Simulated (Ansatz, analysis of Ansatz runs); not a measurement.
# monolayer HfS2 with a Pt adatom (hollow): binding, spin and levels

What does the Pt adatom (hollow) do on monolayer HfS2: height, moment, energy and levels? Model: a cell of 27 host atoms with 1 Pt put in.

Main program and level: Ansatz 0.2.0; plane-wave PAW DFT, PBEsol; supercells relaxed in a periodic cell with vacuum, the primitive cell and the final single points with the Coulomb interaction cut along the normal.

**1. The structure**

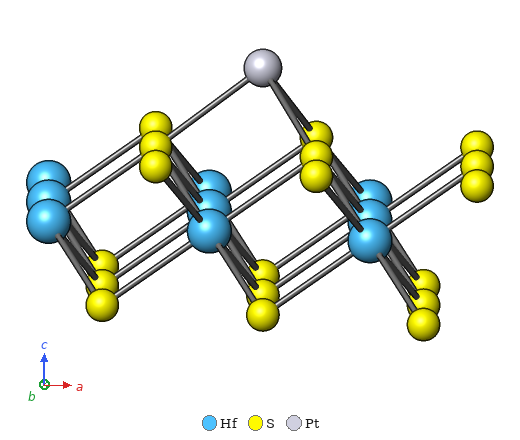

The cell as given, nearly edge on (hafnium blue, sulfur yellow, platinum light grey). Bonds to atoms that aren't drawn are left out.

The cell holds 28 atoms: 9 Hf, 18 S and 1 Pt. Its edges and angles: a = 10.791 Å, b = 10.791 Å, c = 38.000 Å, α = 90.0°, β = 90.0°, γ = 120.0°. It derives from HfS2 (HfS2 monolayer (from P-3m1)), repeated 3×3×1. Vacuum lies along c. Nearest the centre at fractional (0.444, 0.556, 0.579): Pt28 at 0.00 Å, S5 at 2.59 Å, S17 at 2.59 Å, S14 at 2.59 Å, Hf4 at 3.64 Å, Hf13 at 3.64 Å, Hf1 at 3.64 Å, S8 at 4.43 Å.

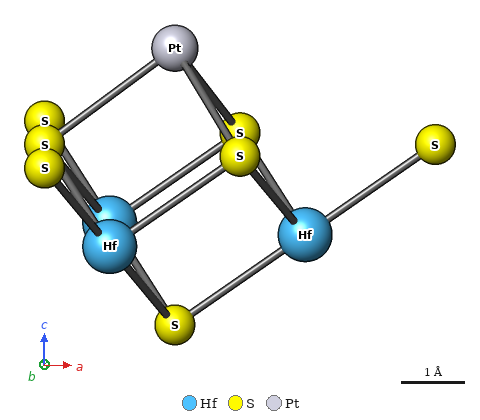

The atoms within 5 Å of the centre.

Coordinates:

```xyz
28
Lattice="10.7913 0.0000 0.0000 -5.3957 9.3456 0.0000 0.0000 0.0000 38.0000" Properties=species:S:1:pos:R:3
Hf    1.7986    3.1152   19.0000
S     1.7986    1.0384   20.4457
S     0.0000    2.0768   17.5543
Hf    0.0000    6.2304   19.0000
S     0.0000    4.1536   20.4457
S    -1.7986    5.1920   17.5543
Hf   -1.7986    9.3456   19.0000
S    -1.7986    7.2688   20.4457
S    -3.5971    8.3072   17.5543
Hf    5.3957    3.1152   19.0000
S     5.3957    1.0384   20.4457
S     3.5971    2.0768   17.5543
Hf    3.5971    6.2304   19.0000
S     3.5971    4.1536   20.4457
S     1.7986    5.1920   17.5543
Hf    1.7986    9.3456   19.0000
S     1.7986    7.2688   20.4457
S     0.0000    8.3072   17.5543
Hf    8.9928    3.1152   19.0000
S     8.9928    1.0384   20.4457
S     7.1942    2.0768   17.5543
Hf    7.1942    6.2304   19.0000
S     7.1942    4.1536   20.4457
S     5.3957    5.1920   17.5543
Hf    5.3957    9.3456   19.0000
S     5.3957    7.2688   20.4457
S     3.5971    8.3072   17.5543
Pt    1.7985    5.1920   21.9894
```

The cell's shortest repeat is 10.8 Å.

**2. The perfect sheet**

One layer is cut from the bulk crystal and relaxed, atoms and in-plane cell, with the Coulomb interaction cut along the normal so that the layer doesn't feel its images.

File cell/input.yaml:

```yaml
crystal:
  lattice:
    - [3.639664, 0.0, 0.0]
    - [-1.819832, 3.152042, 0.0]
    - [0.0, 0.0, 26.858806]
  atoms:
    - { symbol: Hf, position: [1.0, 1.0, 0.5] }
    - { symbol: S, position: [0.6666667, 0.3333333, 0.5532192] }
    - { symbol: S, position: [0.3333333, 0.6666667, 0.4467808] }
  periodic: [true, true, false]
basis:
  ecutwfc: 420
  xc_grid: 2
hamiltonian:
  xc: pbesol
kpoints:
  mp_grid: { grid: [10, 10, 1] }
scf:
  occupations: { method: fermi_dirac, width: 0.02 }
  max_iter: 80
relax:
  f_tol: 0.005
  max_steps: 60
  cell: {}
output:
  forces: true
checkpoint:
  write: "../cell.run"
  compress: false
  write_wavefunctions: false
  write_every: 100000
```

On the command line:

```sh
$ ansatz run input.yaml --threads 4 --pin off --max-ram 9420MiB --backend cpu --events-out ev --progress --plain --runs-dir out
```

Numbers of over 12 decimals in the logs are rounded to 6 here.

Log:

```text
[... repeated set-up lines and file paths are left out, and long positions are rounded to six places ...]
Warning: crystal.periodic: the lattice vector that does not repeat stood 0.000° off the slab's normal, 26.859 Å along it as the deck builds it. [...]
crystal.periodic: the lattice vector that does not repeat stood 0.000° off the slab's normal, 26.859 Å along it as the deck builds it. [...]
Engine: ansatz 0.2.0, aarch64-unknown-linux-gnu
Pseudopotentials: kind: paw
Pseudopotential: Hf, paw, valence charge 26, recommended cutoff 420 eV (normal), Hf.paw.azcp
Pseudopotential: S, paw, valence charge 6, recommended cutoff 420 eV (normal), S.paw.azcp
Functional definition: PBEsol
  exchange = pbesol_x
  correlation = pbesol_c
Crystal: 3 atoms, lattice volume = 338.637 Å³
Basis set: ecut = 420 eV, 6519 PW (Γ), exchange–correlation on 50×50×400 points (8 copies of the dense FFT grid, shifted against one another)
Bands: 23, of which v1, the nominal top of the filled ones, is band 19 counted from 1 (18 counted from 0)
Symmetry: 12 space group operations
Space group: P-3m1 (ITA 164), of the structure as read, at distance tolerance 7.0e-5 Å
k-points: 14 of 100
Non-local potential: Hf, projectors of the file, l = 0: 3, l = 1: 2, l = 2: 2, l = 3: 3
Non-local potential: S, projectors of the file, l = 0: 2, l = 1: 2, l = 2: 2
PAW form: soft (Blöchl's): semilocal exchange-correlation on the pseudo side does not see the compensation charge
PAW frozen core: Hf, regenerated for the run's functional, and the local potential with it (the file was generated under x = pbe(κ = 0.804, μ = 0.219515), c = pbe(β = 0.066725))
PAW frozen core: S, regenerated for the run's functional, and the local potential with it (the file was generated under x = pbe(κ = 0.804, μ = 0.219515), c = pbe(β = 0.066725))
PAW one-centre angular grid: Hf, 590 points (default); XC on 64 Gauss nodes
PAW one-centre angular grid: S, 110 points (default); XC on 64 Gauss nodes
Initial density: superposition of atomic densities (neutral atoms: chi_scale 0, normalization atom), corrected by the library's trained network
Initial wavefunctions: pseudopotential atomic-orbital guess
Functional: x = pbesol(κ = 0.804, μ = 0.123457), c = pbesol(β = 0.046)
SCF iter   1: F=—  HF=-17372.537977 eV  |F-HF|=—  |Δ(HF+E_count)|=         —  Δρ=2.61e-3  dr2=4.48e-2  ethr=1.77e-3  ⟨swp⟩=13.9  Hψ=2446  notcnv=0
preconditioner: auto → none  [insulator: Δε(μ)=1.138 eV  Ē_g=11.616 eV  σ=0.020 eV  W_gap=1.00  n_scr=16 (ndim 8)  ℏωp=11.1 eV  f_vac=0.783  D(μ)=0.00/eV (n_scr^D=0)  ε∞_Penn≈1.9]
SCF iter   2: F=—  HF=-17372.536882 eV  |F-HF|=—  |Δ(HF+E_count)|=   1.10e-3  Δρ=1.73e-3  dr2=3.56e-2  ethr=1.18e-4  ⟨swp⟩=4.6  Hψ=953  notcnv=0
[...]
relax step   1: F+E_penalty+E_count = -17372.52988193 eV  Δ(F+E_penalty+E_count) = +0.000e0 eV  max|allowed force component| = 4.024e-2 eV/Å  Δτ_max = 0.0000 Å  P = -1.201 N/m  Ω = 338.637 Å³  fix = [c, alpha, beta]  reactions: c +0.000 N/m  (8 SCF iters, dr2 threshold 1.00e-7 eV, accepted)
[...]
relax step   2: F+E_penalty+E_count = -17372.53950016 eV  Δ(F+E_penalty+E_count) = -9.618e-3 eV  max|allowed force component| = 3.900e-2 eV/Å  Δτ_max = 0.0196 Å  P = -0.086 N/m  Ω = 330.722 Å³  energy of the carried Pulay correction = +2.228e-4 eV  fix = [c, alpha, beta]  reactions: c -0.000 N/m  (6 SCF iters, dr2 threshold 3.00e-7 eV, accepted)
[...]
relax step   5: F+E_penalty+E_count = -17372.53940514 eV  Δ(F+E_penalty+E_count) = +2.188e-4 eV  max|allowed force component| = 5.513e-5 eV/Å  Δτ_max = 0.0000 Å  P = -0.001 N/m  Ω = 330.765 Å³  fix = [c, alpha, beta]  reactions: c -0.000 N/m  stress off target by 1.11e-3 N/m on what of the cell is left free  SCF on the basis re-selected at this cell (its energy is not comparable with the rows above)  (7 SCF iters)
basis re-selected at this cell: Δ(F+E_penalty+E_count) = +2.188e-4 eV, ΔP = -0.000 N/m vs the last step (what re-selecting the basis moved, of the pressure what is left beyond the Pulay correction that the steps carried, after the strain that the cell walked [...]
SCF converged after 7 iterations
Free energy (F): -17372.539405 eV
Harris-Foulkes:  -17372.539405 eV  (|F-HF|=1.09e-11)
Internal energy: -17372.539405 eV  (E = F + TS)
E sigma→0 (E₀):  -17372.539405 eV
Fermi energy:    -5.749375 eV
--- Per-component energies (eV) ---
  E_band       = -787.598081
  E_kinetic    = 634.891728
  E_local      = -79603.890804  (includes V_loc(G=0)·N_el)
  E_nonlocal   = -1180.780603
  E_hartree    = 39195.411434
  E_xc         = -489.580625
  E_vxc        = -440.151672  (∫ρ·V_xc dr)
  E_paw        = -7974.935006  (= ΣΔE_a)
  E_vpaw       = 1411.510439  (= ΣTr[D̂ρ^β])
  E_aug_tail   = 0.000002  (compensation charges beyond the density's cutoff)
  E_ewald      = 32044.969478
  E_core_change = 1.374990  (= ΣΔE_core)
  E_smearing   = -0.000000  (= −TS)
  E_closure    = -0.000000  (closes the sum)
  Σ components = -17372.539405   (vs F -17372.539405, Δ=0.00e0)
--- Forces (eV/Å), atoms counted from 1 ---
  atom   1  Hf    -0.00000000    -0.00000000     0.00000000
  atom   2  S     -0.00000000     0.00000000     0.00005513
  atom   3  S      0.00000000    -0.00000000    -0.00005513
  max |Σ_I F_I| component: 6.73e-29 eV/Å
--- 2D stress c σ (N/m, compression-positive) ---
       -0.001113       0.000000      -0.000000
        0.000000      -0.001113      -0.000000
       -0.000000      -0.000000      -0.000000
  P = ½ c Tr σ = -0.0011 N/m
--- Relaxed structure (4 steps of the walk, 3 accepted, 1 SCFs on fresh bases) ---
  F+E_penalty+E_count = -17372.53940514 eV   max|allowed force component| = 5.513e-5 eV/Å   (the final SCF, on the basis selected at the relaxed cell)
  cell:  # Å, volume = 330.7649 Å³
    - [3.597110, 0.0, 0]
    - [-1.798555, 3.115189, 0]
    - [0, 0, 29.517617]
  atoms:
    - { symbol: Hf, position: [1.000000, 1.000000, 0.454962] }
    - { symbol: S, position: [0.666667, 0.333333, 0.503939] }
    - { symbol: S, position: [0.333333, 0.666667, 0.405986] }
```

The job ended after 14 s (4 threads of Arm Neoverse V1, shared host; peak memory 0.65 GiB; 49 s of CPU time).

The in-plane vectors went from 3.640 and 3.640 Å, as in the bulk, to 3.597 and 3.597 Å; the layer is 2.89 Å thick between its outer atoms.

**3. Does the sheet stay flat and symmetric?**

The defect-free supercell is relaxed from atoms displaced by 0.08 Å at random. A buckling or a charge-density wave of the sheet itself would otherwise be counted to the defect.

File pristine.relax/input.yaml:

```yaml
crystal:
  lattice:
    - [10.791330164, 0.0, 0.0]
    - [-5.395665082, 9.3455660626, 0.0]
    - [0.0, 0.0, 15.0]
  atoms:
    - { symbol: Hf, position: [0.3333333333, 0.3333333333, 0.5] }
    - { symbol: S, position: [0.2222222222, 0.1111111111, 0.5963780819] }
    - { symbol: S, position: [0.1111111111, 0.2222222222, 0.4036219181] }
    - { symbol: Hf, position: [0.3333333333, 0.6666666667, 0.5] }
[... 17 atom lines left out ...]
    - { symbol: Hf, position: [1.0, 0.6666666667, 0.5] }
    - { symbol: S, position: [0.8888888889, 0.4444444444, 0.5963780819] }
    - { symbol: S, position: [0.7777777778, 0.5555555556, 0.4036219181] }
    - { symbol: Hf, position: [1.0, 1.0, 0.5] }
    - { symbol: S, position: [0.8888888889, 0.7777777778, 0.5963780819] }
    - { symbol: S, position: [0.7777777778, 0.8888888889, 0.4036219181] }
basis:
  ecutwfc: 420
  xc_grid: 2
hamiltonian:
  xc: pbesol
kpoints:
  mp_grid: { grid: [2, 2, 1] }
scf:
  occupations: { method: fermi_dirac, width: 0.01 }
  max_iter: 80
output:
  forces: true
relax:
  f_tol: 0.015
  max_steps: 100
  random_displacement: { amplitude: 0.08, seed: 370 }
```

Log:

```text
[...]
Crystal: 27 atoms, lattice volume = 1512.766 Å³
Basis set: ecut = 420 eV, 29463 PW (Γ), exchange–correlation on 150×150×216 points (8 copies of the dense FFT grid, shifted against one another)
Bands: 206, of which v1, the nominal top of the filled ones, is band 171 counted from 1 (170 counted from 0)
Symmetry: 1 space group operations
k-points: 4
[...]
SCF iter   1: F=—  HF=-156352.098180 eV  |F-HF|=—  |Δ(HF+E_count)|=         —  Δρ=3.31e-3  dr2=3.09e-1  ethr=1.77e-3  ⟨swp⟩=7.2  Hψ=3414  notcnv=0  defer=32
[...]
SCF iter   7: F=-156352.061206 eV  HF=-156352.061201 eV  |F-HF|=4.26e-6  |Δ(HF+E_count)|=   7.38e-8  Δρ=1.23e-5  dr2=1.97e-6  ethr=1.64e-9  ⟨swp⟩=5.0  Hψ=3068  notcnv=0
SCF 1 converged in 7 iterations: F = -156352.061206 eV  dr2 = 1.97e-6
[...]
- { symbol: Hf, position: [0.333472, 0.666189, 0.500631] }
    - { symbol: S, position: [0.222356, 0.444005, 0.597009] }
    - { symbol: S, position: [0.111204, 0.555077, 0.404364] }
    - { symbol: Hf, position: [0.333447, 0.999512, 0.500650] }
    - { symbol: S, position: [0.222402, 0.777313, 0.596999] }
    - { symbol: S, position: [0.111216, 0.888360, 0.404352] }
    - { symbol: Hf, position: [0.666783, 0.332839, 0.500673] }
    - { symbol: S, position: [0.555671, 0.110610, 0.596982] }
    - { symbol: S, position: [0.444564, 0.221766, 0.404362] }
    - { symbol: Hf, position: [0.666792, 0.666173, 0.500640] }
[...]
- { symbol: Hf, position: [0.666796, 0.999522, 0.500657] }
[...]
- { symbol: Hf, position: [1.000134, 0.332859, 0.500684] }
[...]
- { symbol: Hf, position: [1.000123, 0.666177, 0.500747] }
    - { symbol: S, position: [0.888996, 0.443931, 0.597028] }
    - { symbol: S, position: [0.777948, 0.555073, 0.404363] }
    - { symbol: Hf, position: [1.000115, 0.999515, 0.500631] }
    - { symbol: S, position: [0.888989, 0.777323, 0.596996] }
    - { symbol: S, position: [0.777898, 0.888401, 0.404317] }
[key lines of the parts left out:]
SCF converged after 6 iterations
Free energy (F): -156352.735762 eV
Fermi energy:    0.303366 eV
```

Run time: 98 s. Hardware: 4 threads; peak memory 5.1 GiB; 6.3 min of CPU time.

A first try of the k-points missed the dense mesh's energy by 78 meV an atom, so the mesh was refined. At a 2×2×1 Γ-centred mesh the symmetric supercell lies within 5 meV an atom of the primitive cell's dense mesh.

It returns to the energy of the symmetric cell, so the symmetric sheet is kept as the host.

**4. Band edges against the vacuum level**

With the interaction cut along the normal, the potential far from the sheet is the zero of energy, so band edges and defect states of different cells share one scale, as long as a cell has no dipole along the normal.

File host/input.yaml:

```yaml
crystal:
  lattice:
    - [3.5971100547, 0.0, 0.0]
    - [-1.7985550273, 3.1151886875, 0.0]
    - [0.0, 0.0, 38.0]
  atoms:
    - { symbol: Hf, position: [1.0, 1.0, 0.5] }
    - { symbol: S, position: [0.6666666667, 0.3333333333, 0.5380439797] }
    - { symbol: S, position: [0.3333333333, 0.6666666667, 0.4619560203] }
  periodic: [true, true, false]
basis:
  ecutwfc: 420
  xc_grid: 2
hamiltonian:
  xc: pbesol
kpoints:
  mp_grid: { grid: [6, 6, 1] }
  band_path: { path: [VBM, CBM], npoints: 1 }
scf:
  occupations: { method: fixed }
  max_iter: 80
output:
  forces: true
  eigenvalues: true
  write_potential: true
  volumetric_format: npy
```

Log:

```text
[...]
Crystal: 3 atoms, lattice volume = 425.816 Å³
Basis set: ecut = 420 eV, 8179 PW (Γ), exchange–correlation on 50×50×512 points (8 copies of the dense FFT grid, shifted against one another)
Bands: 23, of which v1, the nominal top of the filled ones, is band 19 counted from 1 (18 counted from 0)
Symmetry: 12 space group operations
[...]
k-points: 7 of 36
[...]
SCF iter   1: F=—  HF=-17372.531451 eV  |F-HF|=—  |Δ(HF+E_count)|=         —  Δρ=2.05e-3  dr2=3.31e-2  ethr=1.77e-3  ⟨swp⟩=7.4  Hψ=901  notcnv=0  defer=13
[...]
SCF iter   7: F=-17372.526189 eV  HF=-17372.526189 eV  |F-HF|=6.67e-8  |Δ(HF+E_count)|=   7.87e-8  Δρ=1.82e-6  dr2=8.87e-9  ethr=2.63e-10  ⟨swp⟩=29.7  Hψ=2139  notcnv=0
SCF 1 converged in 7 iterations: F = -17372.526189 eV  dr2 = 8.87e-9
[...]
NSCF: frozen V_eff on 7 k-points
[...]
WARN: The input density's exchange-correlation potential varies sharply where the density is thin. Do not read a vacuum level from v_tot or v_xc, or from such a field of the output density. [...]
SCF converged after 7 iterations
Free energy (F): -17372.526189 eV
[...]
Internal energy: -17372.526189 eV  (E = F + TS)
E sigma→0 (E₀):  -17372.526189 eV
Fermi energy:    -6.289826 eV
[...]
--- Forces (eV/Å), atoms counted from 1 ---
  atom   1  Hf     0.00000000    -0.00000000     0.00000000
  atom   2  S      0.00000000    -0.00000000    -0.01035536
  atom   3  S     -0.00000000     0.00000000     0.01035536
  max |Σ_I F_I| component: 1.85e-17 eV/Å
--- Band table (eV; the first three rows and the last of 7) ---
[...]
[... further k-points left out ...]
```

The job ended after 3.9 s (4 threads; peak memory 0.68 GiB; 13 s of CPU time).

The band edges were searched for over the zone, on the density of this mesh. The valence top lies 6.29 eV and the conduction bottom 5.20 eV below the vacuum level: a gap of 1.09 eV.

(Continued in part 2 of 2.)

[Logs are printed without paths, hosts, clocks, repeated set-up lines and the standing remarks that a program may print on its own settings, such as how far it seeks lower states.]

[Hosts, paths, dates, database ids (printed as entryN), source tags and the programs' standing remarks are cut or masked in the printed files.]

[Maps of the electrostatic potential energy from Ansatz leave out the sawtooth potential of an applied field or a dipole correction, so their vacuum need not be flat.]
